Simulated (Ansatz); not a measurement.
**CH5AlO (SMILES [CH3][AlH][OH]) at HF/3-21G**

What is the electronic atomisation energy of CH5AlO at HF/3-21G? 

Program for the calculation: Ansatz 0.2.0.

42 further runs of the same task are left out: 42 set aside as unsound or not needed.

### Step 1. The structure to begin with

The species is CH5AlO (8 atoms), meant as a singlet with charge 0. As SMILES, `[CH3][AlH][OH]`. The coordinates come from a PBE0-D4/def2-TZVP relaxation. This is one conformer, not always the lowest.

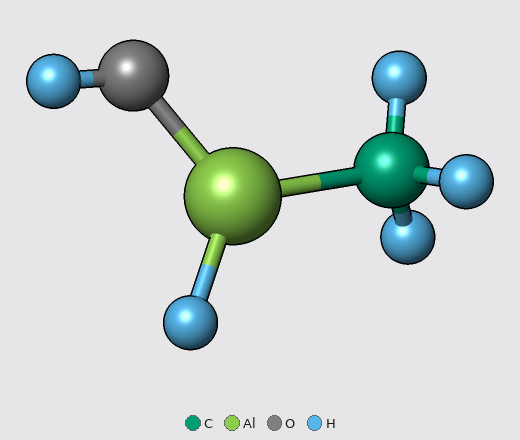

The structure, seen from a chosen angle (carbon teal, aluminium green, oxygen grey, hydrogen blue).

### Step 2. A single-point energy at HF/3-21G

Input file in.yaml:

```yaml
basis:
  gaussian:
    orbitals: 3-21G.json
crystal:
  periodic: [false, false, false]
  atoms:
    - {symbol: C, position_ang: [-0.777900, 0.982200, -0.070900]}
    - {symbol: Al, position_ang: [0.579700, -0.394200, -0.239900]}
    - {symbol: O, position_ang: [0.544600, -1.676400, 0.876800]}
    - {symbol: H, position_ang: [-0.325100, 1.954500, 0.149300]}
    - {symbol: H, position_ang: [-1.491400, 0.755400, 0.724300]}
    - {symbol: H, position_ang: [-1.335700, 1.105000, -1.004800]}
    - {symbol: H, position_ang: [1.716800, -0.394500, -1.350200]}
    - {symbol: H, position_ang: [1.181200, -2.389100, 0.859500]}
hamiltonian:
  xc: hf
output: {orbitals: {seedname: orbitals}}
accuracy: high
```

The basis set 3-21G is read from a file made from the Basis Set Exchange's data (not shown).

Run with:

```console
$ ansatz run in.yaml --threads 1 --pin off --max-ram 3480MiB --events-out events.jsonl --progress --plain --runs-dir runs
```

The log of the run:

```text
Warning: RAYON_NUM_THREADS=1 ignored (pool sized by the plan → 1); use --threads N
Functional definition: HF
  name "HF"
  exchange = exact_x
  correlation = 0
912 factors; integrals over basis functions are off by at most 6.0e-9 eV
mean field evaluation 1: about -9674.9778 eV, gradient 3.7e1 eV
mean field evaluation 2: about -9674.9747 eV, gradient 3.7e1 eV
mean field evaluation 4: about -9677.6979 eV, gradient 2.0e0 eV
mean field evaluation 8: about -9677.7129 eV, gradient 5.6e-5 eV
mean field -9677.71292025 eV, -355.6493900299 hartree, gradient 1.8e-8 eV, S^2 0.000000; 0 other end points of the search recorded, 0 dependent functions left out
reference -9677.71292025 eV, -355.6493900299 hartree; 16, 16 occupied and 25, 25 virtual orbitals, 912 factors
Total energy: -9677.71292025 eV, -355.6493900299 hartree
```

It took 0.35 s on 1 thread of Arm Neoverse V2, shared host.

### Step 3. The Al atom, same level

Input file molecule.yaml:

```yaml
crystal:
  periodic: [false, false, false]
  atoms:
    - {symbol: Al, position_ang: [0.000000, 0.000000, 0.000000]}
basis:
  gaussian:
    orbitals: 3-21G.json
magnetization:
  spin_polarized: true
  initial_magnetization: 1
hamiltonian:
  xc: hf
accuracy: high
```

The basis set 3-21G is read from a file made from the Basis Set Exchange's data (not shown).

Run with:

```console
$ ansatz run molecule.yaml --threads 1 --pin off --max-ram 3480MiB --events-out events.jsonl --progress --plain --runs-dir runs
```

The log of the run:

```text
Warning: RAYON_NUM_THREADS=1 ignored (pool sized by the plan → 1); use --threads N
Functional definition: HF
  name "HF"
  exchange = exact_x
  correlation = 0
79 factors; integrals over basis functions are off by at most 3.6e-9 eV
mean field evaluation 1: about -6545.6346 eV, gradient 2.0e0 eV
mean field evaluation 2: about -6545.6359 eV, gradient 2.0e0 eV
mean field evaluation 4: about -6545.7301 eV, gradient 8.9e-2 eV
mean field evaluation 8: about -6545.7274 eV, gradient 4.0e-9 eV
mean field evaluation 16: about -6544.9870 eV, gradient 3.2e0 eV
mean field evaluation 32: about -6545.7273 eV, gradient 6.6e-2 eV
mean field evaluation 64: about -6545.7274 eV, gradient 6.7e-8 eV
mean field -6545.72741561 eV, -240.5510456702 hartree, gradient 4.0e-8 eV, S^2 0.750099; 2 other end points of the search recorded, 0 dependent functions left out
reference -6545.72741561 eV, -240.5510456702 hartree; 7, 6 occupied and 6, 7 virtual orbitals, 79 factors
Total energy: -6545.72741561 eV, -240.5510456702 hartree
```

Wall time 0.06 s (1 thread of Arm Neoverse V2, shared host).

### Step 4. The C atom

Input file in.yaml:

```yaml
crystal:
  periodic: [false, false, false]
  atoms:
    - {symbol: C, position_ang: [0.000000, 0.000000, 0.000000]}
basis:
  gaussian:
    orbitals: 3-21G.json
magnetization:
  spin_polarized: true
  initial_magnetization: 2
hamiltonian:
  xc: hf
accuracy: high
```

The basis set 3-21G is read from a file made from the Basis Set Exchange's data (not shown).

Run with:

```console
$ ansatz run in.yaml --threads 1 --pin off --max-ram 3480MiB --events-out events.jsonl --progress --plain --runs-dir runs
```

The log of the run:

```text
Warning: RAYON_NUM_THREADS=1 ignored (pool sized by the plan → 1); use --threads N
Functional definition: HF
  name "HF"
  exchange = exact_x
  correlation = 0
42 factors; integrals over basis functions are off by at most 9.6e-9 eV
mean field evaluation 1: about -1019.7341 eV, gradient 4.9e0 eV
mean field evaluation 2: about -1019.7347 eV, gradient 4.9e0 eV
mean field evaluation 4: about -1019.9117 eV, gradient 1.9e-1 eV
mean field evaluation 8: about -1019.9119 eV, gradient 6.4e-5 eV
mean field evaluation 16: about -1019.9118 eV, gradient 6.1e-2 eV
mean field evaluation 32: about -1019.9119 eV, gradient 2.8e-8 eV
mean field -1019.91186813 eV, -37.4810698326 hartree, gradient 2.8e-8 eV, S^2 2.000971; 2 other end points of the search recorded, 0 dependent functions left out
reference -1019.91186813 eV, -37.4810698326 hartree; 4, 2 occupied and 5, 7 virtual orbitals, 42 factors
Total energy: -1019.91186813 eV, -37.4810698326 hartree
```

Run time: 0.04 s. Hardware: 1 thread of Arm Neoverse V2, shared host.

### Step 5. The H atom at the same level

Input file run.yaml:

```yaml
crystal:
  periodic: [false, false, false]
  atoms:
    - {symbol: H, position_ang: [0.000000, 0.000000, 0.000000]}
basis:
  gaussian:
    orbitals: 3-21G.json
accuracy: high
magnetization:
  spin_polarized: true
  initial_magnetization: 1
hamiltonian:
  xc: hf
```

The basis set 3-21G is read from a file made from the Basis Set Exchange's data (not shown).

Run with:

```console
$ ansatz run run.yaml --threads 1 --pin off --max-ram 3480MiB --events-out events.jsonl --progress --plain --runs-dir runs
```

The log of the run:

```text
Warning: RAYON_NUM_THREADS=1 ignored (pool sized by the plan → 1); use --threads N
Functional definition: HF
  name "HF"
  exchange = exact_x
  correlation = 0
3 factors; integrals over basis functions are off by at most 1.3e-8 eV
mean field evaluation 1: about -13.4868 eV, gradient 1.3e0 eV
mean field evaluation 2: about -13.4868 eV, gradient 1.3e0 eV
mean field evaluation 4: about -13.5023 eV, gradient 2.1e-5 eV
mean field evaluation 8: about -13.5023 eV, gradient 1.0e-12 eV
mean field -13.50225274 eV, -0.4961986360 hartree, gradient 4.5e-8 eV, S^2 0.750000; 0 other end points of the search recorded, 0 dependent functions left out
reference -13.50225274 eV, -0.4961986360 hartree; 1, 0 occupied and 1, 2 virtual orbitals, 3 factors
Total energy: -13.50225274 eV, -0.4961986360 hartree
```

Run time: 0.04 s. Hardware: 1 thread of Arm Neoverse V2, shared host.

### Step 6. The O atom

Input file molecule.yaml:

```yaml
crystal:
  periodic: [false, false, false]
  atoms:
    - {symbol: O, position_ang: [0.000000, 0.000000, 0.000000]}
basis:
  gaussian:
    orbitals: 3-21G.json
magnetization:
  spin_polarized: true
  initial_magnetization: 2
hamiltonian:
  xc: hf
accuracy: high
```

The basis set 3-21G is read from a file made from the Basis Set Exchange's data (not shown).

Run the same way, it converges to -74.39366 Eh (log not shown).

### Step 7. Outcome

At HF/3-21G:

| quantity | value |
| --- | --- |
| molecule: total energy | -355.64939 Eh |
| molecule: HOMO energy | -10.94 eV |
| molecule: LUMO energy | 2.43 eV |
| molecule: HOMO–LUMO gap | 13.37 eV |
| Al atom: total energy | -240.55105 Eh |
| Al atom: ⟨S²⟩ | 0.750 |
| C atom: total energy | -37.48107 Eh |
| C atom: ⟨S²⟩ | 2.001 |
| H atom: total energy | -0.49620 Eh |
| H atom: ⟨S²⟩ | 0.750 |
| O atom: total energy | -74.39366 Eh |
| O atom: ⟨S²⟩ | 2.001 |
| electronic atomisation energy | 20.208 eV |

Taking the molecule apart into free atoms costs 20.21 eV (1950 kJ/mol), before zero-point energy and without spin-orbit coupling. Hartree–Fock lacks the correlation of the bonding pairs, which as a rule makes this value much too low; in minimal bases other errors can mask that. The basis has no polarisation functions, which makes bonds too weak.
